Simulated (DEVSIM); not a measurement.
System: Schottky contact on p-type GaSb, at 350 K.

| layer (left to right) | material | thickness (μm) | Na (cm⁻³) | τn (s) | τp (s) |
|---|---|---|---|---|---|
| 1 | GaSb | 0.750 | 8.3e15 | 6e-8 | 6e-8 |
| 2 | GaSb | 4.80 | 1.3e18 | 6e-8 | 6e-8 |

Left contact: Schottky, work function 4.406 eV, emission velocity 7.2e6 cm/s. Right contact: ohmic. Voltage is applied to the left contact. Recombination: SRH at mid-gap. Mobility is constant in doping.

This is a model device: material constants are rounded textbook-type values typed into the input, and sizes, dopings and lifetimes were drawn at random. Values at 300 K; Nc and Nv go as T^1.5, mobilities as T to minus their exponent, the gap by Varshni's rule with the affinity fixed.

```csv
parameter,GaSb
gap (eV),0.726
affinity (eV),4.06
permittivity,15.7
Nc (cm⁻³),2.1e17
Nv (cm⁻³),1.8e19
μn (cm²/Vs),5000
μp (cm²/Vs),850
T exponent of μn,2
T exponent of μp,1.7
Varshni α (eV/K),0.00042
Varshni β (K),140
```

Model (solved in DEVSIM): 1D drift-diffusion, Boltzmann statistics, complete ionisation; no tunnelling, impact ionisation, image-force lowering or self-heating. Metal contacts follow the ideal Schottky-Mott rule: no Fermi-level pinning, no interface dipoles.

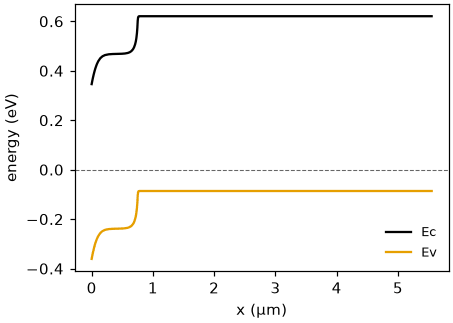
Band edges at zero bias

Energies count from the Fermi level of the right contact; mesh points crowd at the junctions.

```csv
x (μm),Ec (eV),Ev (eV),n (cm⁻³),p (cm⁻³),field (V/cm)
0.000,0.346,-0.361,2.8e12,1.4e14,13000
0.02163,0.373,-0.334,1.1e12,3.5e14,11000
0.06146,0.411,-0.296,3.2e11,1.2e15,7800
0.1410,0.451,-0.256,8.5e10,4.7e15,2800
0.3458,0.468,-0.239,4.9e10,8.2e15,98
0.5408,0.470,-0.237,4.5e10,8.7e15,290
0.6481,0.479,-0.227,3.3e10,1.2e16,2100
0.7206,0.519,-0.188,9.0e9,4.4e16,12000
0.7458,0.574,-0.133,1.5e9,2.7e17,41000
0.7651,0.620,-0.087,3.2e8,1.3e18,2400
0.8040,0.621,-0.086,3.1e8,1.3e18,≈ 0
0.9086,0.621,-0.086,3.1e8,1.3e18,≈ 0
1.075,0.621,-0.086,3.1e8,1.3e18,≈ 0
1.392,0.621,-0.086,3.1e8,1.3e18,≈ 0
2.346,0.621,-0.086,3.1e8,1.3e18,≈ 0
3.672,0.621,-0.086,3.1e8,1.3e18,≈ 0
4.578,0.621,-0.086,3.1e8,1.3e18,≈ 0
5.073,0.621,-0.086,3.1e8,1.3e18,≈ 0
5.360,0.621,-0.086,3.1e8,1.3e18,≈ 0
5.462,0.621,-0.086,3.1e8,1.3e18,≈ 0
5.515,0.621,-0.086,3.1e8,1.3e18,≈ 0
5.550,0.621,-0.086,3.1e8,1.3e18,≈ 0
```
